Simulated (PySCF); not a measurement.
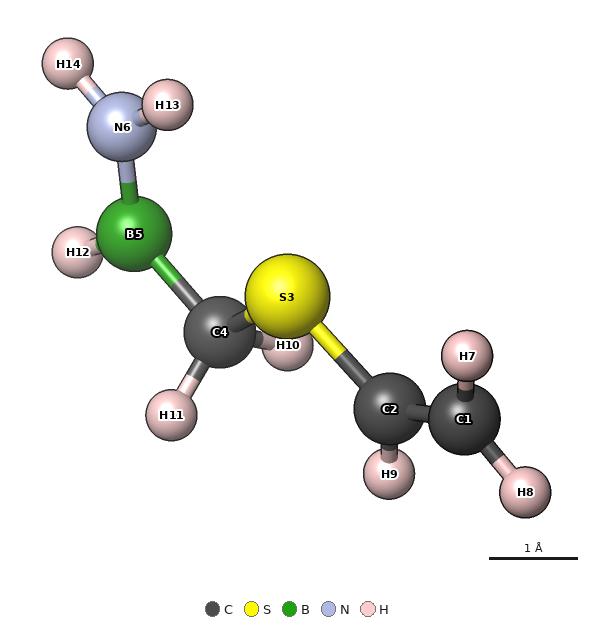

Fig. 1: The structure as given in the input (ball-and-stick view, seen at a tilt; atoms are numbered from 1 in the order of the input). Bond lengths as drawn: B–C 1.58 Å, B–H 1.21 Å, B–N 1.39 Å, C–C 1.34 Å, C–H 1.09 to 1.10 Å, C–S 1.75 to 1.81 Å and H–N 1.01 Å.

## Two runs on C3H8BNS

System: C3H8BNS.
Method of run A: GIAO PBE0/pcSseg-1 NMR shielding, non-relativistic, gas phase (PySCF 2.14.0).

The geometry comes from this level: PBE0-D3(BJ)/def2-SVP. Text and figures count atoms from 1; the logs count them from 0 in places.

## Input file, run A
```
{"job": {"kind": "nmr", "xc": "PBE0", "basis": "pcSseg-1", "pop": false}, "charge": 0, "multiplicity": 1}
C      3.033150     1.092140     0.105418
C      2.006462     0.239583     0.185518
S      0.322677     0.710908     0.263578
C     -0.517513    -0.888532     0.308584
B     -2.089281    -0.767569     0.178844
N     -2.731520     0.435805    -0.075021
H      2.890858     2.175944     0.076857
H      4.057224     0.714539     0.067433
H      2.179577    -0.842381     0.213793
H     -0.162728    -1.525120    -0.521456
H     -0.274580    -1.422057     1.243616
H     -2.760619    -1.770652     0.293099
H     -2.233226     1.309895    -0.201408
H     -3.735024     0.516054    -0.168326
```

The first line tells a small driver script what to run in PySCF; the rest is the geometry in Å.

Launched with:
```bash
OMP_NUM_THREADS=1 python <driver script> task.json out
```

Hardware: 1 CPU thread, shared host.

## Output (run A)
```
coarse grid: 11992 points
cycle   1  E = -596.4413103360  dE =  5.179e-01  |g| = 4.197e-01  |ddm| = 3.296e+00
cycle   2  E = -596.4325860215  dE =  8.724e-03  |g| = 4.784e-01  |ddm| = 6.910e-01
cycle   3  E = -596.4849065908  dE = -5.232e-02  |g| = 8.296e-02  |ddm| = 3.691e-01
cycle   4  E = -596.4865365295  dE = -1.630e-03  |g| = 2.851e-02  |ddm| = 9.275e-02
cycle   5  E = -596.4867220615  dE = -1.855e-04  |g| = 1.057e-02  |ddm| = 2.797e-02
cycle   6  E = -596.4867479566  dE = -2.590e-05  |g| = 2.220e-03  |ddm| = 9.710e-03
cycle   7  E = -596.4867490173  dE = -1.061e-06  |g| = 8.402e-04  |ddm| = 2.230e-03
final grid: 110552 points
cycle   8  E = -596.5204469579  dE = -2.141e-05  |g| = 9.634e-03  |ddm| = 2.591e-02
cycle   9  E = -596.5204340749  dE =  1.288e-05  |g| = 1.211e-02  |ddm| = 1.834e-02
cycle  10  E = -596.5204696886  dE = -3.561e-05  |g| = 7.371e-04  |ddm| = 1.071e-02
cycle  11  E = -596.5204698231  dE = -1.346e-07  |g| = 2.700e-04  |ddm| = 8.436e-04
cycle  12  E = -596.5204698399  dE = -1.678e-08  |g| = 8.561e-05  |ddm| = 2.869e-04
cycle  13  E = -596.5204698417  dE = -1.855e-09  |g| = 1.744e-05  |ddm| = 9.040e-05
cycle  14  E = -596.5204698418  dE = -6.048e-11  |g| = 9.787e-06  |ddm| = 2.114e-05
converged SCF energy = -596.5204698418

GIAO shielding tensors (ppm)
atom      isotropic    diamagn.    paramagn.     s11        s22        s33       span
  0 C       69.955     252.507    -182.552    -42.328     90.165    162.030    204.358
  1 C       36.846     260.228    -223.382    -70.581     54.348    126.770    197.352
  2 S      500.829    1059.940    -559.111    327.778    444.821    729.889    402.111
  3 C      156.125     255.101     -98.976    137.597    151.115    179.663     42.066
  4 B       61.547     192.208    -130.661     20.873     46.977    116.792     95.919
  5 N      148.866     317.698    -168.832     44.632    183.653    218.313    173.681
  6 H       26.061      30.542      -4.480     23.008     24.428     30.748      7.741
  7 H       25.985      27.829      -1.844     22.456     24.778     30.720      8.264
  8 H       25.169      32.039      -6.870     22.349     23.771     29.386      7.037
  9 H       29.113      32.318      -3.205     24.376     27.681     35.284     10.908
 10 H       28.771      31.551      -2.780     23.476     27.397     35.439     11.963
 11 H       26.277      27.981      -1.704     25.106     25.737     27.989      2.883
 12 H       26.814      32.598      -5.785     20.624     28.468     31.350     10.726
 13 H       26.995      27.318      -0.323     22.443     23.601     34.940     12.497
```

The input of run B differs as follows (lines with − go, lines with + come):
```diff
-"xc": "PBE0"
+"xc": "BHandHLYP"
```

What does this change do to the results?

The total energies belong to different methods, so their difference says nothing on which is more stable or more accurate. The HOMO goes from −6.03 to −6.96 eV. The LUMO goes from 0.16 to 1.25 eV. The dipole moment goes from 1.19 to 1.11 D. Of all shieldings, the largest change is that of S3, by +9.4 ppm. The functional changes from PBE0 to BHandHLYP. The SCF takes 12 iterations against 14.

## Output (run B)
```
coarse grid: 11992 points
cycle   1  E = -596.7103711103  dE =  6.585e-01  |g| = 3.621e-01  |ddm| = 3.237e+00
cycle   2  E = -596.7305399046  dE = -2.017e-02  |g| = 2.856e-01  |ddm| = 5.195e-01
cycle   3  E = -596.7476897823  dE = -1.715e-02  |g| = 6.441e-02  |ddm| = 2.215e-01
cycle   4  E = -596.7486316231  dE = -9.418e-04  |g| = 2.311e-02  |ddm| = 6.592e-02
cycle   5  E = -596.7487682372  dE = -1.366e-04  |g| = 4.712e-03  |ddm| = 2.271e-02
cycle   6  E = -596.7487734691  dE = -5.232e-06  |g| = 1.993e-03  |ddm| = 5.229e-03
final grid: 110552 points
cycle   7  E = -596.7766271046  dE = -1.331e-05  |g| = 4.338e-03  |ddm| = 1.309e-02
cycle   8  E = -596.7766267613  dE =  3.433e-07  |g| = 4.620e-03  |ddm| = 5.555e-03
cycle   9  E = -596.7766313941  dE = -4.633e-06  |g| = 3.303e-04  |ddm| = 2.862e-03
cycle  10  E = -596.7766314188  dE = -2.474e-08  |g| = 1.510e-04  |ddm| = 3.500e-04
cycle  11  E = -596.7766314250  dE = -6.191e-09  |g| = 3.922e-05  |ddm| = 1.614e-04
cycle  12  E = -596.7766314254  dE = -3.878e-10  |g| = 1.199e-05  |ddm| = 4.818e-05
converged SCF energy = -596.7766314254

GIAO shielding tensors (ppm)
atom      isotropic    diamagn.    paramagn.     s11        s22        s33       span
  0 C       67.122     252.532    -185.411    -53.332     92.699    161.998    215.330
  1 C       33.769     259.937    -226.169    -82.994     55.241    129.059    212.053
  2 S      510.246    1059.826    -549.579    331.406    445.600    753.733    422.327
  3 C      157.199     254.112     -96.914    138.667    153.008    179.922     41.255
  4 B       62.810     191.069    -128.258     22.652     49.279    116.500     93.847
  5 N      154.379     317.971    -163.592     51.400    191.678    220.060    168.660
  6 H       26.253      30.774      -4.521     23.166     24.452     31.141      7.975
  7 H       26.195      27.921      -1.726     22.586     24.823     31.177      8.591
  8 H       25.436      32.147      -6.711     22.558     24.017     29.732      7.174
  9 H       29.478      32.462      -2.983     24.714     28.005     35.716     11.003
 10 H       29.122      31.687      -2.564     23.788     27.711     35.867     12.079
 11 H       26.633      28.238      -1.605     25.281     26.240     28.377      3.096
 12 H       27.170      32.690      -5.520     20.644     28.859     32.007     11.364
 13 H       27.354      27.439      -0.086     22.482     23.892     35.687     13.205
```

## The two runs side by side

| quantity | run A | run B |
| --- | --- | --- |
| outcome | converged | converged |
| total energy (hartree) | −596.520470 | −596.776631 |
| HOMO (eV) | −6.03 | −6.96 |
| LUMO (eV) | 0.16 | 1.25 |
| dipole moment (D) | 1.19 | 1.11 |
| shielding of C1 (ppm) | 70.0 | 67.1 |
| shielding of C2 (ppm) | 36.8 | 33.8 |
| shielding of S3 (ppm) | 500.8 | 510.2 |
| shielding of C4 (ppm) | 156.1 | 157.2 |
| shielding of B5 (ppm) | 61.5 | 62.8 |
| shielding of N6 (ppm) | 148.9 | 154.4 |
| shielding of H10 (ppm) | 29.1 | 29.5 |
| SCF iterations | 14 | 12 |
| basis functions | 149 | 149 |
| wall time (shared host) | 19 s | 18 s |
